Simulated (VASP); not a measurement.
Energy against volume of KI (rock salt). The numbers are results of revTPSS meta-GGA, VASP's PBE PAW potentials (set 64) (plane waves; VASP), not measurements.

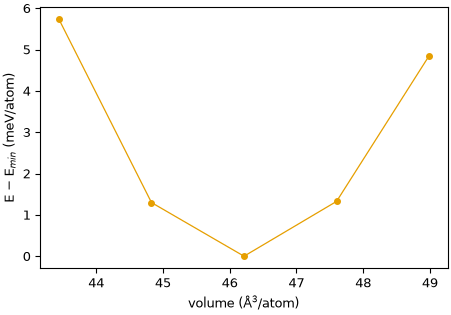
*Energy against volume*

Estimate the equilibrium volume and the bulk modulus.

The minimum lies near 46.2 Å³/atom, and the curvature gives B0 of about 10 GPa.

The compound is KI in the rock salt structure. It was relaxed first.
